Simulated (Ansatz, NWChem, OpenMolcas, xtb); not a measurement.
**Ligand exchange: CHCl3 + ZnH2 → CH2Cl2 + ZnHCl**

Gas-phase species: CHCl3 `ClC(Cl)Cl`, singlet; ZnH2 `[ZnH2]`, singlet; CH2Cl2 (dichloromethane) `ClCCl`, singlet; ZnHCl `[Cl][ZnH]`, singlet. The partners trade Cl for H: C–Cl and Zn–H bonds give way to C–H and Zn–Cl.

Shapes, held fixed at every level: PBE0-D4/def2-TZVP. Programs: Ansatz 0.2.0, NWChem 7.3.0, OpenMolcas 26.06, xtb 6.7.1. A level may come from different programs for different species; with the same settings they agree closely. Electronic energies: no zero-point or thermal term.

```tsv
level	kind	ΔE (kJ/mol)
GFN1-xTB	semi-empirical	-110.6
HF/3-21G	Hartree–Fock	-341.5
HF/def2-SVP	Hartree–Fock	-266.7
B3LYP/6-31G* (spherical functions)	global hybrid	-251.9
FCI/STO-3G	full CI, core frozen	-225.6
PBE0/def2-SVP	global hybrid	-229.2
```

PBE0/def2-SVP gives ΔE = -229.2 kJ/mol; the levels span -341.5 to -110.6. GFN1-xTB strays far from the other rows. The median of the levels is -240.5. No measured value is set beside it here. Relativity is left out for Zn. PBE0/def2-SVP lies outside the range of the other correlated levels here, so it shouldn't be taken on trust. Rows in sets without polarisation functions are far from converged.

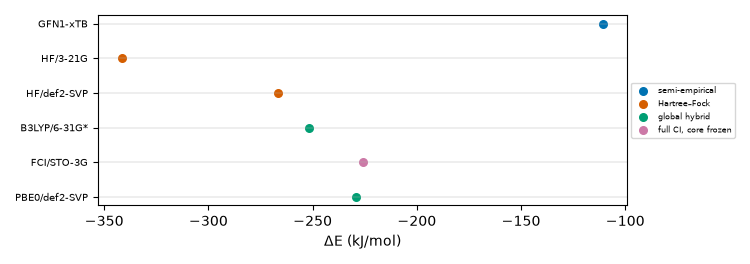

The values of the table, level by level.
